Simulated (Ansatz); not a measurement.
```xyz
10

W     0.0864    0.0855    0.2898
Cl    1.5056   -0.5921    2.0668
H     1.0458   -1.0221   -0.5004
H     0.7724    0.7622   -1.0911
O    -1.7608    0.5352    0.1194
H    -2.0317    1.1480    0.8230
H    -0.4041   -1.4979    0.1991
H    -0.3836   -0.6105   -1.1292
Br    0.4625    2.6097    1.8260
H     1.1566    1.5250    2.5166
```

Core potentials replace the inner electrons of W.

Method: RKS PBE0-D4/def2-SVP in Ansatz 0.2.0.

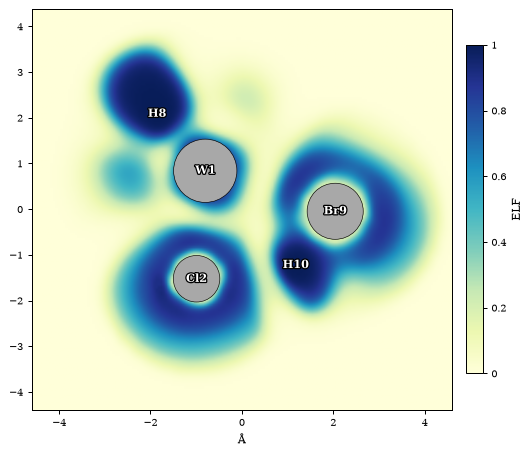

BrClH$_{6}$OW. ELF on the plane of atoms W1, Br9 and H10. Grey discs cover the atomic cores.

**Interpret the plot.**

Atoms in the plane: W, Cl, H and Br. W–Cl (2.37 Å): the ELF peaks at about 0.85 in the valence shell of Cl, 0.8 Å from its nucleus, and is about 0.35 at the midpoint. W–Br (2.98 Å): the ELF peaks at about 0.80 in the valence shell of Br, 1.0 Å from its nucleus, and is about 0.20 at the midpoint. Br–H (1.46 Å): the ELF climbs to about 1 towards the hydrogen, as it does in any bond to H. W–H (1.65 Å): the ELF climbs to about 1 towards the hydrogen.
